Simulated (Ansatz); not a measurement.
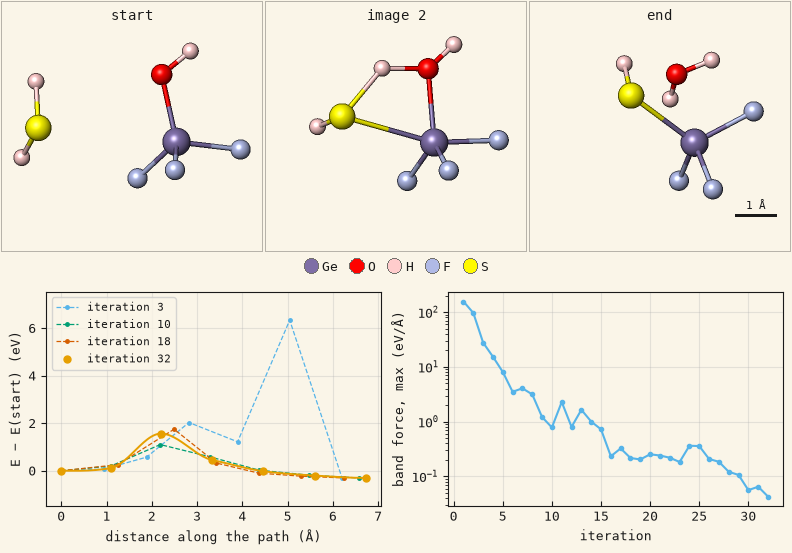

NEB run on GeH3SOF3, made up at the start of GeHOF₃ and H$_{2}$S. Images are numbered from 0 (start) to 6 (end). The plot follows the band through its iterations. The picture is a ball-and-stick view, seen face on.

The calculation used RHF/def2-SVP in Ansatz 0.2.0. Set-up: 5 movable images; climbing image; force threshold 0.05 eV/Å; iteration limit 60; starting path through a guess of the saddle point.

How did the profile develop, and is the result final?

The result is final at these settings. The band converged in 32 iterations. The largest component of the band force went from 160 to 0.043 eV/Å. The climbing image converged on the top of the path. Its vibrational analysis gives one imaginary mode (1643i cm⁻¹), as a transition state must have. The first iteration put the highest image at 30.43 eV. The energy climbs by 1.56 eV to image 2 and then falls by 1.87 eV, so the end point sits at −0.30 eV.

Limits of the set-up: the start holds two separate molecules, 3.1 Å apart at their closest, whose relative position is a soft coordinate and is computed without a dispersion correction; Hartree-Fock leaves out electron correlation.

The run took 5.9 min on 2 threads of Arm Neoverse V1 (shared host), peak memory 0.31 GiB.
